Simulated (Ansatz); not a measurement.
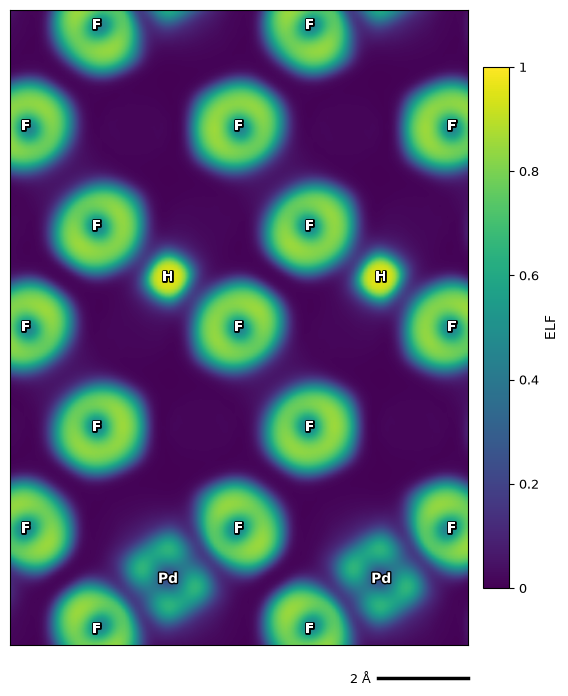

The picture shows: HPdF6. ELF on the (010) plane of the conventional cell.

Space group R-3; built by placing these elements on a known structure type; not relaxed (largest force 0.4 eV/Å); computed pressure about −3 GPa in this cell; computed without spin polarisation.

All numbers below come from DFT, PAW plane waves, PBE (Ansatz).

Core electrons are frozen (PAW), and the valence fields are smoothed inside the atomic spheres.

Interpret the plot.

Answer. Atoms in the plane: F, H and Pd. Pd–F (1.92 Å): the ELF peaks at about 0.75 in the valence shell of F, 0.6 Å from its nucleus, and is about 0.20 at the midpoint; no localised pair shows between them. F–H (1.93 Å): the ELF climbs to about 0.95 towards the hydrogen, as it does in any bond to H. The features right at Pd lie inside the PAW spheres, where the map follows smoothed inner orbitals and isn't to be read closely.
